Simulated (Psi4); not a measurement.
# Field calculation of BPH₄ (charge −1)

- system: BPH₄, charge −1, multiplicity 2, SMILES [BH2-]P
- method: B3LYP/aug-cc-pCVDZ, UKS, dispersion D2, sfX2C, in an applied electric field (Psi4 1.11)

The geometry comes from this level: GFN2-xTB.

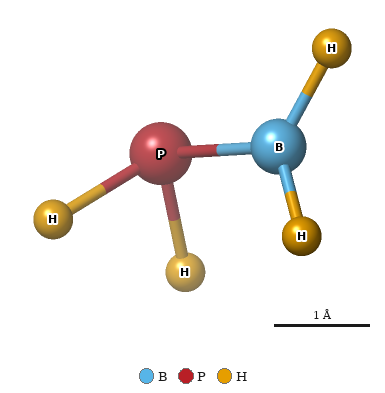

Figure 1. The structure (ball-and-stick view, seen at a tilt). Bond lengths as drawn: B–H 1.19 to 1.20 Å, B–P 1.84 Å and H–P 1.44 Å.

Key numbers

| quantity | value |
| --- | --- |
| outcome | converged |
| total energy | −369.351971 hartree |
| dispersion energy | −0.003237 hartree |
| basis functions | 99 |
| ⟨S²⟩ | 0.753 |
| hardware | 1 thread of Intel Xeon (Granite Rapids), 16 GiB of memory available, shared host |
| wall time | 6.3 s |
| peak memory | 0.59 GiB |

The record of the run, not the program, notes: unbound anion.

The input (run.py)
```python
import psi4

psi4.set_memory('1600 MB')
psi4.set_num_threads(1)
psi4.set_output_file('bh4p.out', False)

m = psi4.geometry("""
-1 2
B
P 1 1.843581
H 1 1.195034 2 122.2939
H 1 1.18987 3 120.10823 2 179.85719
H 2 1.439747 1 104.93863 4 136.39751
H 2 1.440891 5 84.40769 1 -104.24065
units angstrom
symmetry c1
no_reorient
no_com
""")

psi4.set_options({
    'basis': 'aug-cc-pCVDZ',
    'reference': 'uks',
    'perturb_h': True,
    'perturb_with': 'dipole',
    'perturb_dipole': [0.0, 0.005, 0.0],
    'relativistic': 'x2c',
})

e_tot = psi4.energy("B3LYP-D2")
print(f'total energy {e_tot:.8f} hartree = {e_tot * 27.211386:.5f} eV')
```

Launch command:
```bash
python run.py
```

Output
```
Psi4 1.11 release

Relativistic analytic gradients are not implemented yet, re-routing to finite differences.

   => Loading Basis Set <=

    Name: AUG-CC-PCVDZ
    Role: ORBITAL
    Keyword: BASIS

   => B3LYP-D2: Empirical Dispersion <=

        s6 =       1.050000
    alpha6 =      20.000000
       sr6 =       1.100000

         ---------------------------------------------------------
                                   SCF
                              UKS Reference
                        1 Threads,   1525 MiB Core
         ---------------------------------------------------------

  ==> Geometry <==

    Molecular point group: c1
    Full point group: C1

    Geometry (in Angstrom), charge = -1, multiplicity = 2:

       Center              X                  Y                   Z               Mass
    ------------   -----------------  -----------------  -----------------  -----------------
         B            0.000307144653    -0.042798613542    -1.312061931969    11.009305360000
         P            0.000307144653    -0.042798613542     0.531519068031    30.973761998420
         H            0.000307144653     0.967385995663    -1.950523611699     1.007825032230
         H           -0.002258467531    -1.097284450831    -1.863282081719     1.007825032230
         H            0.962119873396     0.962208708619     0.902663219596     1.007825032230
         H           -0.972963305817     0.950555837090     0.908558110483     1.007825032230

  Running in c1 symmetry.

  Rotational constants: A =      2.87518  B =      0.43585  C =      0.41351 [cm^-1]
  Rotational constants: A =  86195.64995  B =  13066.47727  C =  12396.85148 [MHz]
  Nuclear repulsion =   46.189565014211674

  Charge       = -1
  Multiplicity = 2
  Electrons    = 25
  Nalpha       = 13
  Nbeta        = 12

  ==> Algorithm <==

  SCF Algorithm Type is DF.
  DIIS enabled.
  MOM disabled.
  Fractional occupation disabled.
  Guess Type is SAD.
  Energy threshold   = 1.00e-06
  Density threshold  = 1.00e-06
  Integral threshold = 1.00e-12

  ==> Primary Basis <==

  Basis Set: AUG-CC-PCVDZ
    Blend: AUG-CC-PCVDZ
    Number of shells: 45
    Number of basis functions: 99
    Number of Cartesian functions: 104
    Spherical Harmonics?: true
    Max angular momentum: 2

  ==> DFT Potential <==

   => LibXC <=

    Version 7.1.2

   => Composite Functional: B3LYP-D2 <=

    B3LYP-d2 Hyb-GGA Exchange-Correlation Functional

    Deriv               =              1
    GGA                 =           TRUE
    Meta                =          FALSE

    Exchange Hybrid     =           TRUE
    MP2 Hybrid          =          FALSE

   => Exchange Functionals <=

    0.0800   Slater exchange
    0.7200         Becke 88

   => Exact (HF) Exchange <=

    0.2000               HF

   => Correlation Functionals <=

    0.1900   Vosko, Wilk & Nusair (VWN5_RPA)
    0.8100   Lee, Yang & Parr

   => LibXC Density Thresholds  <==

    XC_HYB_GGA_XC_B3LYP:  1.00E-15

   => Molecular Quadrature <=

    Radial Scheme          =       TREUTLER
    Pruning Scheme         =           NONE
    Nuclear Scheme         =       TREUTLER

    Blocking Scheme        =         OCTREE
    BS radius alpha        =              1
    Pruning alpha          =              1
    Radial Points          =             75
    Spherical Points       =            302
    Total Points           =         132110
    Total Blocks           =           1056
    Max Points             =            255
    Max Functions          =             99
    Weights Tolerance      =       1.00E-15

   => Loading Basis Set <=

    Name: (AUG-CC-PCVDZ AUX)
    Role: JKFIT
    Keyword: DF_BASIS_SCF

   => Loading Basis Set <=

    Name: (AUG-CC-PCVDZ AUX)
    Role: DECON
    Keyword: BASIS_RELATIVISTIC

  ==> Integral Setup <==

  DFHelper Memory: AOs need 0.023 GiB; user supplied 0.781 GiB.
  SCF_SUBTYPE=INCORE selected. In-core MEM_DF algorithm will be used.
  Using in-core AOs.

  ==> MemDFJK: Density-Fitted J/K Matrices <==

    J tasked:                   Yes
    K tasked:                   Yes
    wK tasked:                   No
    Memory [MiB]:               800
    Algorithm:                 Core
    Schwarz Cutoff:           1E-12
    Mask sparsity (%):       0.3673
    Fitting Condition:        1E-10

   => Auxiliary Basis Set <=

  Basis Set: (AUG-CC-PCVDZ AUX)
    Blend: DEF2-UNIVERSAL-JKFIT
    Number of shells: 87
    Number of basis functions: 275
    Number of Cartesian functions: 324
    Spherical Harmonics?: true
    Max angular momentum: 4

  Cached 100.0% of DFT collocation blocks in 0.336 [GiB].

 OEINTS: Using relativistic (X2C) overlap, kinetic, and potential integrals.
  Perturbing V by 0.005000 mu(y).

  perturb_with = DIPOLE         ------------------------------------------------------------
         Spin-Free X2C Integrals at the One-Electron Level (SFX2C-1e)
         ------------------------------------------------------------

  ==> X2C Options <==

    Computational Basis: AUG-CC-PCVDZ
    X2C Basis: (AUG-CC-PCVDZ AUX)
    The X2C Hamiltonian will be computed in the X2C Basis

    Perturbing V by 0.005000 mu(y).

    Comparing only 99 out of 142 elements of H_Dirac

    The 1-norm of |H_X2C - H_Dirac| is: 51.276835798990

    WARNING: The X2C and Dirac Hamiltonians have substatially different eigenvalues!
             This is probably caused by the recontraction of the basis set.

  Minimum eigenvalue in the overlap matrix is 1.4620314438E-04.
  Reciprocal condition number of the overlap matrix is 1.6948507262E-05.
    Using symmetric orthogonalization.

  ==> Pre-Iterations <==

  SCF Guess: Superposition of Atomic Densities via on-the-fly atomic UHF (no occupation information).

   -------------------------
    Irrep   Nso     Nmo
   -------------------------
     A         99      99
   -------------------------
    Total      99      99
   -------------------------

  ==> Iterations <==

                           Total Energy        Delta E     RMS |[F,P]|

   @DF-UKS iter SAD:  -368.80889897350784   -3.68809e+02   0.00000e+00
   @DF-UKS iter   1:  -369.01889520498173   -2.09996e-01   7.36166e-03 ADIIS/DIIS
   @DF-UKS iter   2:  -368.06403421178760    9.54861e-01   1.13579e-02 ADIIS/DIIS
   @DF-UKS iter   3:  -369.32618294486042   -1.26215e+00   1.69883e-03 ADIIS/DIIS
   @DF-UKS iter   4:  -369.34993576994407   -2.37528e-02   5.34587e-04 ADIIS/DIIS
   @DF-UKS iter   5:  -369.35160998480745   -1.67421e-03   2.28021e-04 ADIIS/DIIS
   @DF-UKS iter   6:  -369.35194576140151   -3.35777e-04   5.02630e-05 DIIS
   @DF-UKS iter   7:  -369.35196534422494   -1.95828e-05   2.55156e-05 DIIS
   @DF-UKS iter   8:  -369.35197035221557   -5.00799e-06   6.94276e-06 DIIS
   @DF-UKS iter   9:  -369.35197084701218   -4.94797e-07   3.15753e-06 DIIS
   @DF-UKS iter  10:  -369.35197096752546   -1.20513e-07   3.61523e-07 DIIS
  Energy and wave function converged.

  ==> Post-Iterations <==

   Electrons on quadrature grid:
      Nalpha   =   13.0000137071 ; deviation = 1.371e-05
      Nbeta    =   11.9999935596 ; deviation = -6.440e-06
      Ntotal   =   25.0000072667 ; deviation = 7.267e-06

   @Spin Contamination Metric:   3.151586445E-03
   @S^2 Expected:                7.500000000E-01
   @S^2 Observed:                7.531515864E-01
   @S   Expected:                5.000000000E-01
   @S   Observed:                5.000000000E-01

    Orbital Energies [Eh]
    ---------------------

    Alpha Occupied:

       1A    -77.021402     2A     -6.513907     3A     -6.358624
       4A     -4.486522     5A     -4.485344     6A     -4.481096
       7A     -0.444700     8A     -0.277927     9A     -0.177126
      10A     -0.162869    11A     -0.121184    12A     -0.044929
      13A      0.046023

    Alpha Virtual:

      14A      0.093888    15A      0.121109    16A      0.122759
      17A      0.134375    18A      0.164575    19A      0.165413
      20A      0.182721    21A      0.199829    22A      0.203070
      23A      0.216445    24A      0.225097    25A      0.249773
      26A      0.253315    27A      0.296676    28A      0.313313
      29A      0.335211    30A      0.355666    31A      0.362058
      32A      0.382508    33A      0.391613    34A      0.416241
      35A      0.438251    36A      0.453786    37A      0.481828
      38A      0.487901    39A      0.499625    40A      0.517225
      41A      0.534116    42A      0.549375    43A      0.552239
      44A      0.556525    45A      0.565312    46A      0.575859
      47A      0.595683    48A      0.608145    49A      0.621635
      50A      0.676222    51A      0.681047    52A      0.702993
      53A      0.743584    54A      0.771607    55A      0.852036
      56A      0.859167    57A      0.894104    58A      0.912395
      59A      0.961924    60A      0.988041    61A      1.004059
      62A      1.045173    63A      1.057190    64A      1.070877
      65A      1.093345    66A      1.187930    67A      1.201159
      68A      1.224670    69A      1.241021    70A      1.329870
      71A      1.413368    72A      1.551960    73A      1.569105
      74A      1.665438    75A      1.779539    76A      1.854774
      77A      1.919187    78A      1.933559    79A      2.015914
      80A      2.082308    81A      2.126667    82A      2.235545
      83A      2.251623    84A      2.360569    85A      2.526914
      86A      2.595195    87A      8.391628    88A      8.466240
      89A      8.617256    90A     11.593655    91A     11.597899
      92A     11.609346    93A     11.627341    94A     11.629215
      95A     13.102434    96A     13.261419    97A     15.189465
      98A     15.857380    99A     16.112796

    Beta Occupied:

       1A    -77.021658     2A     -6.507749     3A     -6.358872
       4A     -4.486747     5A     -4.485715     6A     -4.481477
       7A     -0.438260     8A     -0.259802     9A     -0.166807
      10A     -0.156918    11A     -0.115377    12A     -0.043251

    Beta Virtual:

      13A      0.092762    14A      0.119964    15A      0.121676
      16A      0.127865    17A      0.134167    18A      0.164759
      19A      0.180313    20A      0.181949    21A      0.201796
      22A      0.211810    23A      0.216731    24A      0.226595
      25A      0.250825    26A      0.263045    27A      0.305788
      28A      0.314799    29A      0.337354    30A      0.363282
      31A      0.365663    32A      0.391401    33A      0.395589
      34A      0.421125    35A      0.441759    36A      0.456538
      37A      0.490827    38A      0.500511    39A      0.506101
      40A      0.521082    41A      0.540500    42A      0.559224
      43A      0.560500    44A      0.562249    45A      0.567240
      46A      0.577644    47A      0.609812    48A      0.613015
      49A      0.623584    50A      0.679556    51A      0.698993
      52A      0.710633    53A      0.744578    54A      0.777233
      55A      0.858658    56A      0.866636    57A      0.896594
      58A      0.917214    59A      0.965637    60A      0.993767
      61A      1.006218    62A      1.051514    63A      1.059112
      64A      1.078163    65A      1.115736    66A      1.191461
      67A      1.205732    68A      1.249279    69A      1.255546
      70A      1.348253    71A      1.422212    72A      1.561200
      73A      1.580806    74A      1.668977    75A      1.787150
      76A      1.863418    77A      1.925569    78A      1.940696
      79A      2.022779    80A      2.089770    81A      2.128559
      82A      2.244174    83A      2.258736    84A      2.361172
      85A      2.529907    86A      2.598577    87A      8.391339
      88A      8.466355    89A      8.617289    90A     11.593528
      91A     11.597790    92A     11.609151    93A     11.627175
      94A     11.629163    95A     13.107341    96A     13.264829
      97A     15.202679    98A     15.860712    99A     16.116387

    Final Occupation by Irrep:
              A
    DOCC [    12 ]
    SOCC [     1 ]
    NA   [    13 ]
    NB   [    12 ]

  @DF-UKS Final Energy:  -369.35197096752546

   => Energetics <=

    Nuclear Repulsion Energy =             46.1895650142116736
    One-Electron Energy =                -605.3004727707134407
    Two-Electron Energy =                 213.2041450278001093
    DFT Exchange-Correlation Energy =     -23.4419711260507810
    Empirical Dispersion Energy =          -0.0032371127729569
    VV10 Nonlocal Energy =                  0.0000000000000000
    Total Energy =                       -369.3519709675254035

  UHF NO Occupations:
  HONO-2 :   11  A 1.9996677
  HONO-1 :   12  A 1.9991080
  HONO-0 :   13  A 1.0000000
  LUNO+0 :   14  A 0.0008920
  LUNO+1 :   15  A 0.0003323
  LUNO+2 :   16  A 0.0001432
  LUNO+3 :   17  A 0.0001191

Computation Completed

Properties will be evaluated at   0.000000,   0.000000,   0.000000 [a0]

Properties computed using the SCF density matrix

 Multipole Moments:

 ------------------------------------------------------------------------------------
     Multipole            Electronic (a.u.)      Nuclear  (a.u.)        Total (a.u.)
 ------------------------------------------------------------------------------------

 L = 1.  Multiply by 2.5417464519 to convert [e a0] to [Debye]
 Dipole X            :          0.0103276           -0.0125702           -0.0022426
 Dipole Y            :         -1.8147376            1.7515755           -0.0631621
 Dipole Z            :          2.2031658           -1.1151425            1.0880233
 Magnitude           :                                                    1.0898574

 ------------------------------------------------------------------------------------

	total time  =          6 seconds =       0.10 minutes
```

Standard output
```
total energy -369.35197097 hartree = -10050.57905 eV
```
